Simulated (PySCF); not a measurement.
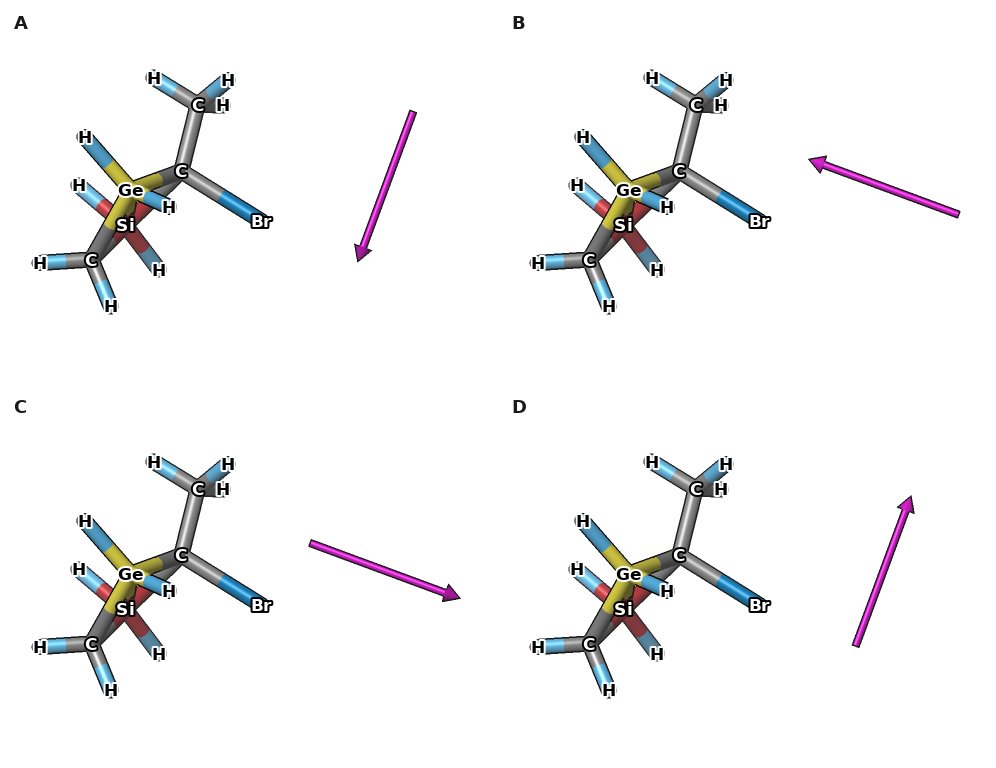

The same molecule four times, each with an arrow. The computed structure is the end point of a GFN2-xTB optimisation. No frequency run is at hand to confirm it as a minimum. Method: B3LYP/def2-SVPD, gas phase (PySCF 2.14.0).

Which arrow points along the dipole moment, from the negative to the positive end?

B. The dipole moment is 1.86 D.

The geometry is semi-empirical. Around Br, Ge, Si such bond lengths and angles can be off by a tenth of an ångström or more and by several degrees, and values that hang on the shape move with them.
